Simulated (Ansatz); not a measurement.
# Nudged elastic band of CH8FW (part 2 of 2)

CH8FW, multiplicity 2; UKS PBE/def2-SVP (Ansatz 0.2.0). It belongs to a series of runs on one base structure; here: band between the two ends.

Geometry of the input (Å):
```
W  0.5399  0.0023  0.6569
H  -1.3088  0.0063  1.2409
F  2.4196  0.0083  0.5687
H  -0.1231  1.5124  0.2374
H  -1.3668  -0.0049  0.4005
H  -0.1175  -1.5126  0.2460
H  -0.4563  -0.0003  -0.7437
C  0.1287  -0.0031  2.7690
H  -0.4295  -0.8715  3.1768
H  1.1748  -0.0603  3.1541
H  -0.3309  0.9234  3.1748
```

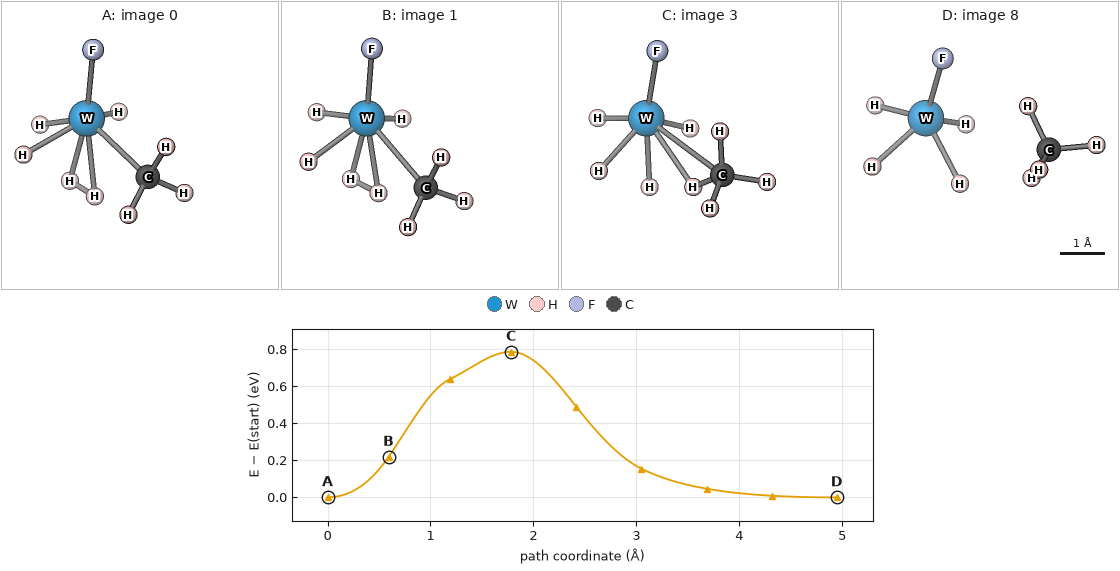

Figure 1. Images of the last band (counted from 0; ball-and-stick, seen at a tilt) above the energy along the path; the line is a cubic interpolation that uses the forces. The highest image is number 3, 0.787 eV above the start and 0.788 eV above the end (the climbing image); the end lies 0.001 eV below the start. The path is 4.95 Å long. The band converged in 18 iterations.

```
Total energy: -5701.81661202 eV, -209.5378956618 hartree
Atom 0 at     0.459958    -0.005903     0.326547 Å, force     0.002036     0.001024     0.000706 eV/Å
Atom 1 at    -0.734370     0.007777     1.872399 Å, force    -0.002414    -0.000342     0.000010 eV/Å
Atom 2 at     2.352976    -0.022708     0.684786 Å, force    -0.002782     0.000104     0.000358 eV/Å
Atom 3 at    -0.371643     1.466309     0.268043 Å, force     0.000308     0.000389    -0.000345 eV/Å
Atom 4 at    -1.292229     0.008945     0.435817 Å, force     0.001218    -0.000752     0.000190 eV/Å
Atom 5 at    -0.395632    -1.464314     0.271478 Å, force    -0.000911    -0.000360    -0.000157 eV/Å
Atom 6 at    -0.155478    -0.002275    -1.269891 Å, force    -0.000556    -0.000105    -0.000038 eV/Å
Atom 7 at    -0.049042     0.003521     2.824391 Å, force     0.008249     0.000251     0.001893 eV/Å
Atom 8 at    -0.377421    -0.906205     3.360188 Å, force    -0.002355    -0.000031    -0.001144 eV/Å
Atom 9 at     1.056239    -0.005044     2.750214 Å, force    -0.000416    -0.000146    -0.000291 eV/Å
Atom 10 at    -0.363257     0.919795     3.357532 Å, force    -0.002377    -0.000032    -0.001181 eV/Å
Dipole moment:     0.057459     0.001025     0.593638 e Å
this run last wrote the band of iteration 18 to [file]
```

The last band as extended XYZ (Å, eV, eV/Å):
```
11
Properties=species:S:1:pos:R:3:forces:R:3 image=0 energy=-5702.60351
W     0.5399    0.0023    0.6569    0.0068   0.0021   0.0139
H    -1.3088    0.0063    1.2409   -0.0118   0.0030   0.0078
F     2.4196    0.0083    0.5687   -0.0037   0.0007  -0.0012
H    -0.1231    1.5124    0.2374   -0.0004   0.0013  -0.0011
H    -1.3668   -0.0049    0.4005    0.0011  -0.0017  -0.0084
H    -0.1175   -1.5126    0.2460   -0.0018  -0.0008   0.0031
H    -0.4563   -0.0003   -0.7437    0.0017  -0.0010  -0.0129
C     0.1287   -0.0031    2.7690    0.0060   0.0001   0.0077
H    -0.4295   -0.8715    3.1768    0.0024  -0.0040  -0.0027
H     1.1748   -0.0603    3.1541   -0.0027  -0.0004  -0.0040
H    -0.3309    0.9234    3.1748    0.0024   0.0009  -0.0020
11
Properties=species:S:1:pos:R:3:forces:R:3 image=1 energy=-5702.38499
W     0.5728   -0.0058    0.5970    0.0479   0.0039   0.1861
H    -1.0841    0.0104    1.3947   -0.4246   0.0022  -0.5975
F     2.4448   -0.0222    0.3269   -0.0366  -0.0007   0.0246
H    -0.1932    1.5003    0.4031    0.1319   0.0440   0.0282
H    -1.2794    0.0114    0.5062   -0.1082  -0.0006   0.1767
H    -0.2200   -1.4979    0.4025    0.1284  -0.0461   0.0282
H    -0.2717    0.0023   -0.8924   -0.1844   0.0011   0.2620
C     0.0011    0.0003    2.7365    0.2073  -0.0004  -0.0625
H    -0.4648   -0.8966    3.2007    0.0402   0.0174  -0.1559
H     1.0799   -0.0046    3.0058    0.1604  -0.0027   0.2673
H    -0.4552    0.9022    3.2005    0.0377  -0.0182  -0.1571
11
Properties=species:S:1:pos:R:3:forces:R:3 image=2 energy=-5701.96527
W     0.5423   -0.0060    0.4834    0.0739   0.0029   0.1003
H    -0.8227    0.0085    1.7671   -0.0549  -0.0035  -0.0836
F     2.4502   -0.0220    0.2856    0.0377  -0.0012  -0.2409
H    -0.2840    1.4725    0.3870    0.0543   0.0051   0.0733
H    -1.2258    0.0092    0.4108    0.0350  -0.0027  -0.0009
H    -0.3080   -1.4709    0.3896    0.0504  -0.0054   0.0735
H    -0.1875   -0.0006   -1.0508   -0.0369  -0.0002   0.1328
C    -0.1098    0.0023    2.7780   -0.0272   0.0100  -0.0202
H    -0.4677   -0.9052    3.3009   -0.0546   0.0032  -0.0385
H     1.0009   -0.0026    2.8306   -0.0231  -0.0015   0.0399
H    -0.4576    0.9148    3.2993   -0.0545  -0.0066  -0.0357
11
Properties=species:S:1:pos:R:3:forces:R:3 image=3 energy=-5701.81655
W     0.4600   -0.0059    0.3265    0.0020   0.0010   0.0007
H    -0.7344    0.0078    1.8724   -0.0024  -0.0003   0.0000
F     2.3530   -0.0227    0.6848   -0.0028   0.0001   0.0004
H    -0.3716    1.4663    0.2680    0.0003   0.0004  -0.0003
H    -1.2922    0.0089    0.4358    0.0012  -0.0008   0.0002
H    -0.3956   -1.4643    0.2715   -0.0009  -0.0004  -0.0002
H    -0.1555   -0.0023   -1.2699   -0.0006  -0.0001   0.0000
C    -0.0490    0.0035    2.8244    0.0082   0.0003   0.0019
H    -0.3774   -0.9062    3.3602   -0.0024   0.0000  -0.0011
H     1.0562   -0.0050    2.7502   -0.0004  -0.0001  -0.0003
H    -0.3633    0.9198    3.3575   -0.0024   0.0000  -0.0012
11
Properties=species:S:1:pos:R:3:forces:R:3 image=4 energy=-5702.11309
W     0.3557   -0.0053    0.1007   -0.1232   0.0012  -0.2665
H    -0.6497    0.0075    1.9951    0.0999  -0.0010   0.1440
F     2.1370   -0.0217    0.7470   -0.2572   0.0030   0.0766
H    -0.4410    1.4854    0.1877   -0.0825   0.0224  -0.0968
H    -1.2902    0.0100    0.5741    0.0039  -0.0004   0.1630
H    -0.4676   -1.4812    0.1903   -0.0837  -0.0213  -0.0966
H     0.1299   -0.0044   -1.5851    0.3425  -0.0037  -0.3769
C    -0.0301    0.0032    2.9385    0.0238   0.0003   0.1391
H    -0.3463   -0.9083    3.4748    0.0347  -0.0024   0.1355
H     1.0635   -0.0062    2.7859    0.0069  -0.0002   0.0429
H    -0.3309    0.9211    3.4727    0.0348   0.0020   0.1356
11
Properties=species:S:1:pos:R:3:forces:R:3 image=5 energy=-5702.44884
W     0.3176   -0.0056   -0.0737   -0.0311   0.0003  -0.0838
H    -0.6163    0.0073    2.1385    0.0214   0.0000   0.0734
F     1.9878   -0.0196    0.7619   -0.0751   0.0009  -0.0148
H    -0.4937    1.4861   -0.0365   -0.0360   0.0004  -0.0995
H    -1.2507    0.0092    0.5693    0.0107  -0.0002   0.0106
H    -0.5198   -1.4828   -0.0326   -0.0362  -0.0002  -0.0992
H     0.4259   -0.0064   -1.7788    0.1076  -0.0010  -0.0911
C    -0.0521    0.0037    3.1023    0.0081   0.0000   0.0752
H    -0.3612   -0.9038    3.6509    0.0139   0.0022   0.0858
H     1.0385   -0.0057    2.9315    0.0030   0.0000   0.0576
H    -0.3459    0.9175    3.6488    0.0137  -0.0022   0.0857
11
Properties=species:S:1:pos:R:3:forces:R:3 image=6 energy=-5702.55708
W     0.3342   -0.0155   -0.1951   -0.0100  -0.0017  -0.0164
H    -0.6464    0.0037    2.3249   -0.0034  -0.0012   0.0325
F     1.9381   -0.0201    0.7438   -0.0079  -0.0009  -0.0080
H    -0.4688    1.4740   -0.3609    0.0023  -0.0048  -0.0527
H    -1.2126    0.0236    0.4945    0.0086   0.0026  -0.0121
H    -0.5006   -1.4934   -0.3157   -0.0002  -0.0036  -0.0363
H     0.5112    0.0204   -1.8949    0.0059   0.0107  -0.0255
C    -0.0868    0.0020    3.2861    0.0010  -0.0007   0.0263
H    -0.3758   -0.9015    3.8536    0.0022   0.0008   0.0339
H     1.0019   -0.0052    3.0966   -0.0018   0.0002   0.0243
H    -0.3644    0.9120    3.8487    0.0033  -0.0014   0.0339
11
Properties=species:S:1:pos:R:3:forces:R:3 image=7 energy=-5702.59537
W     0.3493   -0.0079   -0.3068    0.0027   0.0007  -0.0036
H    -0.7387    0.0054    2.5459   -0.0041  -0.0001   0.0116
F     1.9129   -0.0160    0.6926   -0.0040   0.0000  -0.0052
H    -0.4037    1.4822   -0.6368    0.0025  -0.0003  -0.0145
H    -1.1865    0.0179    0.4141    0.0009   0.0008  -0.0034
H    -0.4281   -1.4908   -0.6169    0.0026  -0.0007  -0.0138
H     0.5233    0.0038   -2.0044   -0.0009   0.0000  -0.0073
C    -0.1238    0.0020    3.4689   -0.0011  -0.0002   0.0094
H    -0.3737   -0.8967    4.0626    0.0015   0.0001   0.0109
H     0.9507   -0.0123    3.2082   -0.0018   0.0000   0.0051
H    -0.3515    0.9122    4.0541    0.0016  -0.0002   0.0108
11
Properties=species:S:1:pos:R:3:forces:R:3 image=8 energy=-5702.60434
W     0.3600    0.0002   -0.4166    0.0022  -0.0002  -0.0040
H    -0.9015    0.0010    2.8166   -0.0047  -0.0001  -0.0040
F     1.8799    0.0008    0.6460   -0.0021   0.0003   0.0031
H    -0.3245    1.4867   -0.8860    0.0007   0.0009  -0.0022
H    -1.1869    0.0249    0.2909    0.0015  -0.0016   0.0042
H    -0.3431   -1.4881   -0.8539   -0.0012   0.0003  -0.0011
H     0.5627   -0.0121   -2.1079   -0.0011   0.0001   0.0005
C    -0.1624   -0.0026    3.6412    0.0065   0.0008   0.0040
H    -0.3275   -0.8939    4.2747   -0.0007   0.0006   0.0000
H     0.8632   -0.0296    3.2276    0.0004  -0.0002  -0.0009
H    -0.2898    0.9126    4.2488   -0.0016  -0.0010   0.0004
```

Results in brief:

```json
{"quantity": "outcome", "value": "converged"}
{"quantity": "barrier, forward", "value": "0.787 eV"}
{"quantity": "barrier, backward", "value": "0.788 eV"}
{"quantity": "wall time", "value": "4.3 min (CPU time 16 min)"}
{"quantity": "peak memory", "value": "0.25 GiB"}
```

The order of the saddle point was not checked.
